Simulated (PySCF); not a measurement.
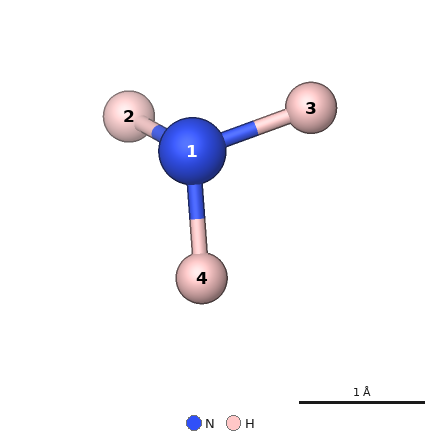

Orthographic view. Distant atoms are faded towards the background colour. The geometry was computed by an optimisation with PBE0-D3(BJ)/def2-SVP. No frequency run is at hand to confirm it as a minimum.

Give the geometry as a Z-matrix, atoms in numerical order, with these reference atoms: 2 to 1; 3 to 1, 2; 4 to 1, 3, 2.

```
N  
H    1   1.020
H    1   1.020   2   105.3
H    1   1.020   3   105.3   2   111.1
```
